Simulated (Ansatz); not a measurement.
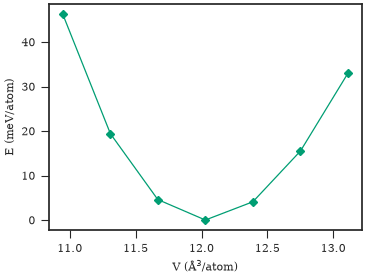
Figure: CdGaO$_{3}$ in space group P4mm (No. 99; Ga on 1b, Cd on 1a, O on 2c, O on 1b) under volume change, the program Ansatz at the r²SCAN+D4 level (PAW), shape and atoms relaxed at each volume.

**Question.** What does a third-order Birch–Murnaghan fit give for V₀, B₀ and B′?

**Answer.** V₀ = 12.03 Å³/atom, B₀ = 127 GPa, B′ = 4.6.

The start of the workflow was typed in or built on a structure type; neither database checked (COD, Materials Project) lists it. Whether it is the stable phase at ambient conditions was not checked. Symmetry was held in the r²SCAN+D4 relaxation; its stability against distortions is not shown here.

Potentials: the earlier of the program's two PAW sets.
